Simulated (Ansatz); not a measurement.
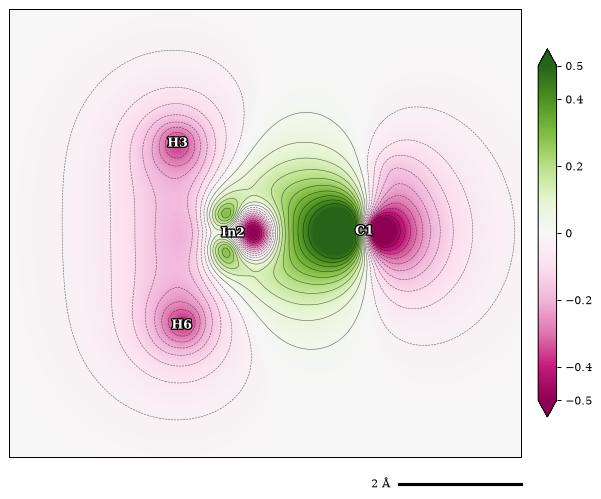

CH$_{5}$In (SMILES [CH3][InH2]). The HOMO on the plane of atoms C1, In2 and H3 (values in Å⁻³ᐟ²; the overall sign is arbitrary).

Geometry: PBE0-D3(BJ)/def2-SVP; core potentials replace the inner electrons of In.

Method: isolated molecule in a Gaussian basis; Kohn-Sham density functional theory, functional PBE0 in Ansatz 0.2.0.

```yaml
atoms:
  - { symbol: C, position_ang: [1.3295, -0.0168, -1.1667] }
  - { symbol: In, position_ang: [-0.6592, 0.1580, -0.3269] }
  - { symbol: H, position_ang: [-1.6220, -1.2550, -0.0122] }
  - { symbol: H, position_ang: [1.5062, -1.0153, -1.5898] }
  - { symbol: H, position_ang: [1.4870, 0.7430, -1.9467] }
  - { symbol: H, position_ang: [-1.3030, 1.7281, 0.0543] }
  - { symbol: H, position_ang: [2.0730, 0.1623, -0.3733] }
```

Q: Describe this orbital and give its energy.

A: It lies mainly on C1 (about 40 %), In2 (about 30 %), H6 (about 10 %) and H3 (about 10 %). Its energy is −7.56 eV.
